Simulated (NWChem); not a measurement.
Energy and gradient calculation, with input and output: AlF4 (charge −1)

- system: AlF4, charge −1, SMILES [F][Al-]([F])([F])[F]
- method: B3LYP/6-31G*, RKS (NWChem 7.3.0)

The geometry comes from this level: PBE0-D4/def2-TZVPD.

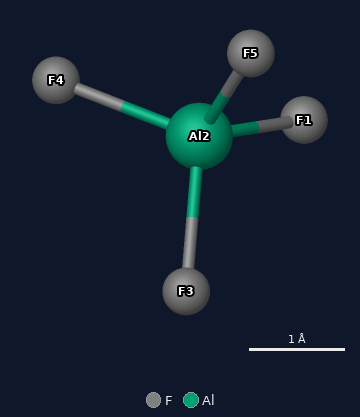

Figure 1. The structure as given in the input (ball-and-stick view, seen at a tilt; atoms are numbered from 1 in the order of the input). Sticks mark near contacts. Bond lengths as drawn: Al–F 1.69 Å.

### The input
```python
from ase import Atoms
from ase.calculators.nwchem import NWChem

molecule = Atoms('FAlFFF', positions=[
    [-0.101500, -0.294000, 1.660000],
    [-0.000000, 0.000000, 0.000000],
    [-1.343000, 0.895800, -0.496200],
    [0.034500, -1.469900, -0.831000],
    [1.409900, 0.868100, -0.332800],
])

calc = NWChem(
    label='a',
    theory='dft',
    memory='2200 mb',
    basis='6-31G*',
    basispar='spherical bse',
    charge=-1,
    dft={'xc': 'b3lyp', 'mult': '1', 'grid': 'xfine', 'convergence': 'energy 1e-08', 'iterations': '100', 'mulliken': None},
)
molecule.calc = calc

forces = molecule.get_forces()
e = molecule.get_potential_energy()
print(f"E = {e:.6f} eV")
print("forces (eV/A):")
for s, f in zip(molecule.symbols, forces):
    print(f"{s:2s} {f[0]:10.5f} {f[1]:10.5f} {f[2]:10.5f}")
print("dipole (e A):", molecule.get_dipole_moment().round(4))
```

### File a.nwi
```
title "a"

permanent_dir a

scratch_dir a

start a

geometry units angstrom nocenter noautosym noautoz
  F  -1.0150000000000001e-01 -2.9399999999999998e-01 1.6599999999999999e+00
  Al -0.0000000000000000e+00 0.0000000000000000e+00 0.0000000000000000e+00
  F  -1.3430000000000000e+00 8.9580000000000004e-01 -4.9619999999999997e-01
  F  3.4500000000000003e-02 -1.4699000000000000e+00 -8.3099999999999996e-01
  F  1.4098999999999999e+00 8.6809999999999998e-01 -3.3279999999999998e-01
end

charge -1

memory 2200 mb

basis spherical bse noprint
   * library 6-31G*
end

dft
  xc b3lyp
  mult 1
  grid xfine
  convergence energy 1e-08
  iterations 100
  mulliken
end

task dft gradient
```

Hardware: 1 thread of Intel Xeon (Sapphire Rapids), 16 GiB of memory available, shared host.

Launch command:
```bash
export ASE_NWCHEM_COMMAND="nwchem PREFIX.nwi > PREFIX.nwo"
python run.py
```

### Output
```
E = -17474.237627 eV
forces (eV/A):
F    -0.00910   -0.02653    0.14959
Al   -0.00108   -0.00072    0.00015
F    -0.12120    0.08084   -0.04479
F     0.00319   -0.13236   -0.07477
F     0.12814    0.07878   -0.03024
dipole (e A): [ 0.0001  0.     -0.    ]
```

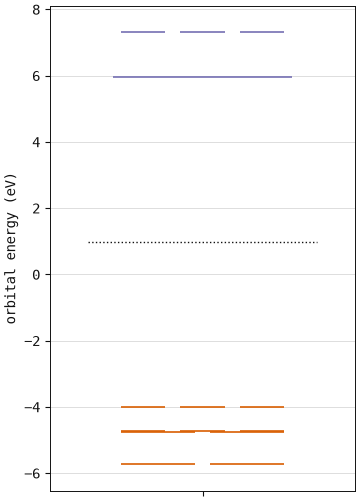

Figure 2. Orbital energies near the frontier; the dotted line parts filled from empty levels, and levels within 0.02 eV of each other stand side by side. Highest filled −4.02 eV, lowest empty 5.96 eV, 9.98 eV apart.

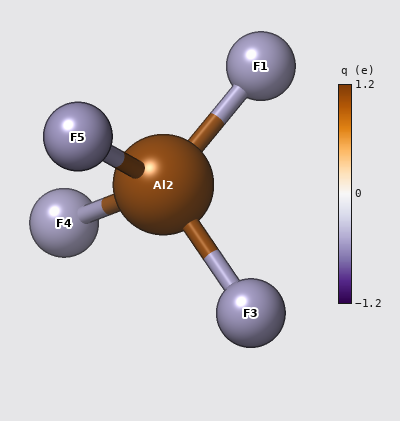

Figure 3. Mulliken charges, as the colour of each atom (ball-and-stick view, seen at a tilt; atoms are numbered from 1 in the order of the input). By element: F −0.53 and Al +1.11 e.

### Key numbers

- outcome: converged
- total energy: −642.166394 hartree
- basis functions: 74
- largest force: 0.153 eV/Å
- HOMO: −4.02 eV
- LUMO: 5.96 eV
- wall time: 16 s
- peak memory: 0.13 GiB

### Notes

Further notes kept with the run: grid integrates the density poorly.
